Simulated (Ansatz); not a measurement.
# H4SeSi: the cost of one run

Computed with Ansatz 0.2.0 through its Python package. Level of theory: B3LYP/def2-SVP.

## (1) The system

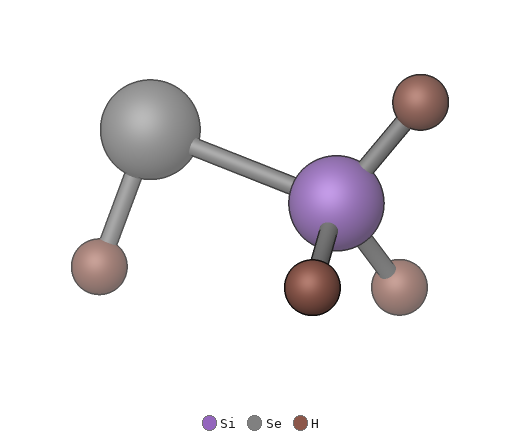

The structure that the script starts from, seen from a chosen angle (silicon purple, selenium grey, hydrogen brown).

The script holds or builds the structure itself.

## (2) Script

Input file run_neb.py:

```python
'''Barrier to internal rotation of H4SeSi by a nudged elastic band.'''

import ansatz as az
import numpy as np


def main() -> None:
    geometry_ang = [
        ('Si', (-0.2069, -0.3029, -0.4486)),
        ('Se', (0.8961, -0.2781, 1.5048)),
        ('H', (-1.608, 0.3558, -0.2609)),
        ('H', (-0.3516, -1.6264, -0.945)),
        ('H', (0.4926, 0.5147, -1.4769)),
        ('H', (0.8199, 1.2729, 1.5803)),
    ]
    system = az.Crystal.molecule()
    for symbol, xyz in geometry_ang:
        system = system.atom(symbol, xyz)

    job = system.calculation()
    job = job.basis(gaussian='def2-SVP')
    job = job.functional('B3LYP')
    symbols = [site.symbol for site in system.cartesian_sites]
    start = np.array([site.position_ang for site in system.cartesian_sites], dtype=float)
    r = job.relax(force_tolerance=0.005).run(threads=1, backend='cpu').report
    end = np.array(r['positions_ang'])

    # the end point is the same minimum with the three like atoms permuted
    first, second, third = [2, 3, 4]
    turned = end.copy()
    turned[[first, second, third]] = end[[second, third, first]]
    listed = lambda xyz: [{'symbol': s, 'position_ang': p.tolist()} for s, p in zip(symbols, xyz)]
    deck = job.input().to_dict()
    deck['crystal']['atoms'] = listed(end)
    deck['neb'] = {'final_atoms': listed(turned), 'images': 5, 'initial_path': 'idpp', 'f_tol': 0.03, 'max_iterations': 40}
    rounds = []
    band = az.Session.from_dict(deck).plan().execute(on_event=lambda e: rounds.append(e['data']) if e['event'] == 'neb_iteration' else None)
    for each in rounds:
        print(f'round {each["iteration"]:2d}  largest band force {each["band_force_max_ev_ang"]:.4f} eV/A')
    images = rounds[-1]['images']
    for image in images:
        print(f's = {image["path_coordinate_ang"]:6.3f} A   {(image["lagrangian_ev"] - images[0]["lagrangian_ev"]):8.3f} eV')


if __name__ == '__main__':
    main()
```

## (3) What the engine is handed

The package turns the script's settings into the engine's input (first run):

```yaml
crystal:
  periodic: [false, false, false]
  atoms:
    - { symbol: Si, position_ang: [-0.2069, -0.3029, -0.4486] }
    - { symbol: Se, position_ang: [0.8961, -0.2781, 1.5048] }
    - { symbol: H, position_ang: [-1.608, 0.3558, -0.2609] }
    - { symbol: H, position_ang: [-0.3516, -1.6264, -0.945] }
    - { symbol: H, position_ang: [0.4926, 0.5147, -1.4769] }
    - { symbol: H, position_ang: [0.8199, 1.2729, 1.5803] }
basis:
  gaussian:
    orbitals: def2-SVP
hamiltonian:
  xc: b3lyp
relax:
  f_tol: 0.005
```

## (4) The run

Command:

```
> python run_neb.py
```

**Question.** How long does this script take on 1 thread of Arm Neoverse V1, shared host, and how much memory does it need?

About 2.1 min, with a peak of 0.21 GiB.
